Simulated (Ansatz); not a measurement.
**C2H8NSi (SMILES CN(C)[SiH2]) (doublet): density, localisation and related maps**

The calculation's input:

```
crystal:
  periodic: [false, false, false]
  atoms:
    - {symbol: C, position_ang: [-0.374340, 1.052125, -0.802338]}
    - {symbol: N, position_ang: [-0.051955, -0.102348, -0.002787]}
    - {symbol: C, position_ang: [1.123312, 0.061853, 0.814412]}
    - {symbol: Si, position_ang: [-1.205791, -1.345200, 0.305153]}
    - {symbol: H, position_ang: [0.455586, 1.292108, -1.478814]}
    - {symbol: H, position_ang: [-0.569558, 1.941737, -0.187280]}
    - {symbol: H, position_ang: [-1.259073, 0.859533, -1.411774]}
    - {symbol: H, position_ang: [1.019283, 0.889764, 1.529658]}
    - {symbol: H, position_ang: [1.998306, 0.273378, 0.187038]}
    - {symbol: H, position_ang: [1.327067, -0.850403, 1.377920]}
    - {symbol: H, position_ang: [-1.956297, -1.558672, -0.970509]}
    - {symbol: H, position_ang: [-0.429538, -2.569173, 0.673322]}
basis:
  gaussian: {orbitals: def2-TZVPP}
magnetization: {spin_polarized: true, initial_magnetization: 1}
hamiltonian: {xc: pbe0, dispersion: d4}
output: {orbitals: {seedname: orbitals}}
```

Command:

```sh
ansatz run in.yaml --threads 4 --pin off --events-out ev --progress --plain --max-ram 10444MiB
```

Geometry: PBE0-D4/def2-TZVP.

Method: Ansatz, UKS PBE0-D4/def2-TZVPP.

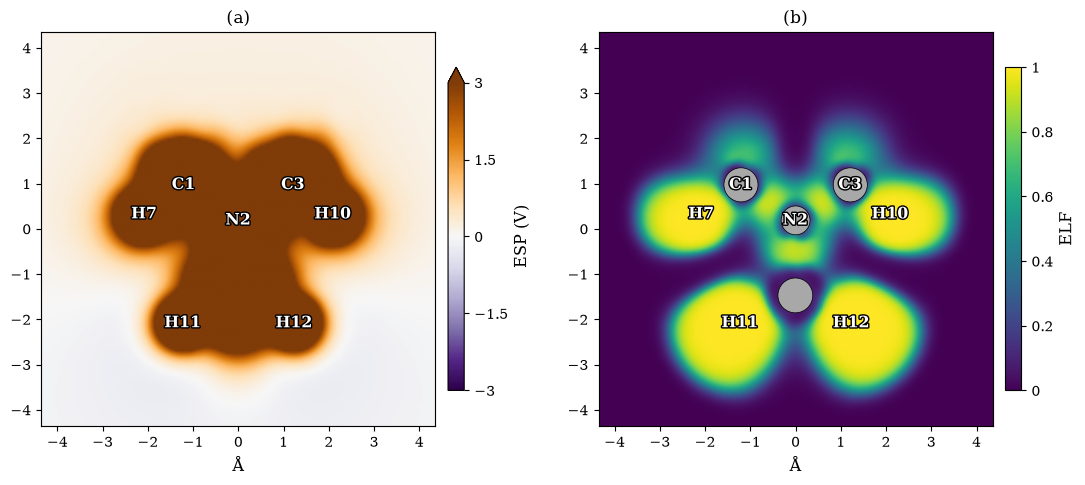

Figure 1. (a) electrostatic potential; (b) electron localisation function on the plane of atoms N2, C3 and H10. Grey discs cover the atomic cores in the ELF map.

**Describe what can be read from this map.**

The section cuts through C, N and H sites.
C–N (1.44 Å): the ELF peaks at about 0.90 between the atoms (localised, covalent bonding).
C–H (1.09 Å): the ELF climbs to about 1 towards the hydrogen, as it does in any bond to H; a covalent bond by its length.
The potential has no marked negative region in this plane.

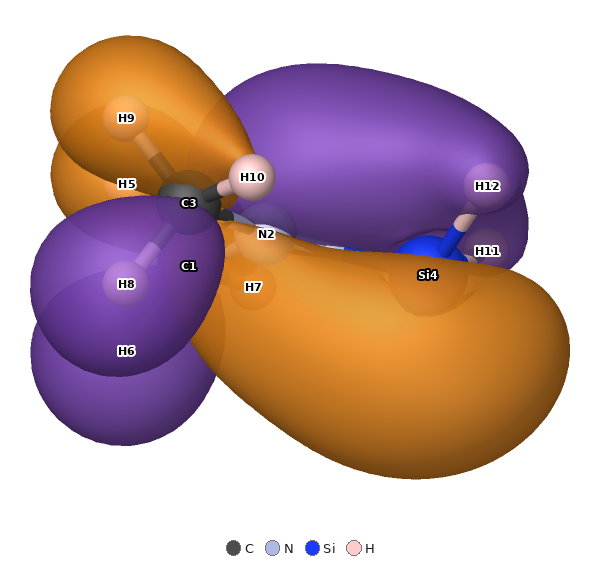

Figure 2. The HOMO−1 (α) at ±0.06 Å⁻³ᐟ² (orange and purple are the two phases), seen from one side.

**What is the character of this orbital?**

It lies mainly on N2 (about 35 %), Si4 (about 30 %), C1 (about 5 %) and C3 (about 5 %). Its energy is −7.69 eV.

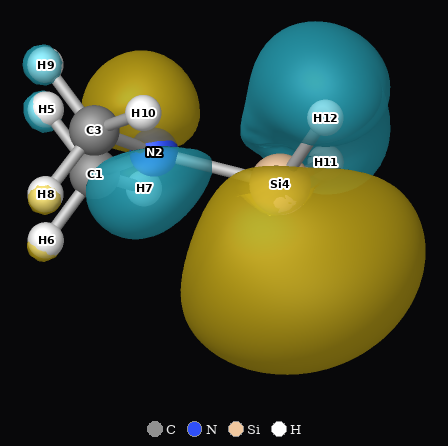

Figure 3. The LUMO (β) at ±0.08 Å⁻³ᐟ² (yellow and cyan are the two phases), seen from one side.

**Describe this orbital and give its energy.**

Its weight (Hirshfeld) is mainly on Si4 (about 65 %), N2 (about 15 %), H11 (about 5 %) and H12 (about 5 %). Its energy is −1.70 eV.
